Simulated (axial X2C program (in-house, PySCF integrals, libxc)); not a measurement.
**Run report: InNi⁻, relativistic diatomic calculation**

InNi⁻, single determinant with M_S = 0 and |Λ| = 3. Computed at this level: PBE0, spin-free X2C-1e, In dyall-av3z, Ni dyall-av3z (cores contracted) (axial X2C program (in-house, PySCF integrals, libxc)).

**Input file**
```
{"zs": [49, 28], "q": -1, "bas": ["dyall-av3z", "dyall-av3z"], "levels": ["PBE0", "HF", "PBE", "B3LYP"], "cc": false, "r0": 2.52, "npts": 10, "nst": 2, "ntry": 6, "opt": {"auxb": 4.0}}
```

The line is the task of a batch: nuclear charges, charge, bases, the levels to run, a first guess of the distance and further settings. This report covers PBE0 without spin-orbit coupling. The log is that of the reference distance 2.572 Å.

Hardware: 1 thread of Arm Neoverse N1, 90 GiB of memory available, shared host.

Launched within a batch (the task file carries these settings):
```bash
python <driver script> task.json out
```

**Log**
```
spin-free X2C-1e  PBE0
basis functions 229  fitting functions 692  grid points 5804
iter        total energy     max residual
   1      -7399.433550299     5.19e+00
   2      -7401.512654239     5.04e-02
   3      -7397.493590446     8.00e-01
   4      -7401.511528609     3.82e-02
   5      -7401.553344629     6.32e-03
   6      -7401.553932517     1.06e-02
   7      -7401.554879441     3.45e-03
   8      -7401.554964602     4.79e-04
   9      -7401.554972441     1.23e-04
  10      -7401.554973343     9.49e-05
  11      -7401.554973714     3.75e-05
  12      -7401.554973841     2.51e-05
  13      -7401.554973908     1.48e-05
  14      -7401.554973941     4.80e-06
  15      -7401.554973947     3.14e-06
  16      -7401.554973948     1.28e-06
converged
one-electron -10783.12339701  Coulomb 3323.86379862  exact exchange -55.09195840  xc functional -169.48612842  nuclear repulsion 282.28271127
```

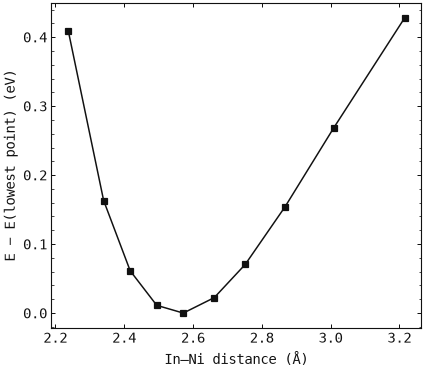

Energy at 10 bond lengths, for one set of occupations held fixed; the line joins the points. A polynomial of degree 6 through 9 points gives rₑ = 2.560 Å, ωₑ = 188.2 cm⁻¹, ωₑxₑ = 0.97 cm⁻¹ and Bₑ = 0.06680 cm⁻¹. The minimum lies 1.37 eV below In + Ni⁻, each computed as one determinant at the same level.

**What the run reported**

```
                    quantity                                      value
                     outcome  converged; a filled level lies above zero
              bond length rₑ                                    2.560 Å
                          ωₑ                                 188.2 cm⁻¹
       energy at the minimum                        −7401.55499 hartree
   depth below the fragments                                    1.37 eV
largest ⟨S²⟩ along the curve                                       1.05
                   wall time                                       18 s
```

**What is odd here**

The input is odd on purpose: sparse fitting set (auxb = 4.0). The program ran to the end. Its numbers are those of the input as typed; this run alone doesn't show how far the oddity moves them. The highest filled level (PBE0, up to 0.71 eV) lies above zero. That is common for anions, where the functional's self-interaction leaves the outer electrons unbound; only the finite basis holds them, so such levels depend on it. ⟨S²⟩ reaches 1.05 where a pure state of this multiplicity has 0.00, so the determinant is spin-contaminated.
